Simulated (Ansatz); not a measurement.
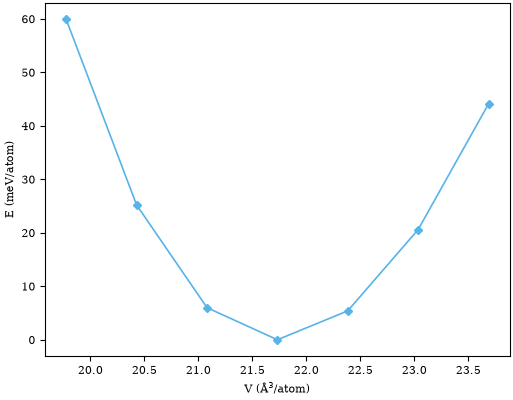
Figure: YSi in space group Cmcm (No. 63; Y on 4c, Si on 4c) under volume change, plane-wave PAW r²SCAN (Ansatz code), shape and atoms relaxed at each volume.

Q: What does a third-order Birch–Murnaghan fit give for V₀, B₀ and B′?

A: V₀ = 21.73 Å³/atom, B₀ = 92.9 GPa, B′ = 4.1.

The workflow started from a Materials Project entry (that database holds measured and hypothetical structures alike); the Crystallography Open Database copy checked does not list it. Its standing as an ambient phase is unchecked. The cell was relaxed with r²SCAN under the symmetry of its start; its stability against distortions is not shown here. The run is not spin-polarised.

Potentials: the later of the program's two PAW sets.
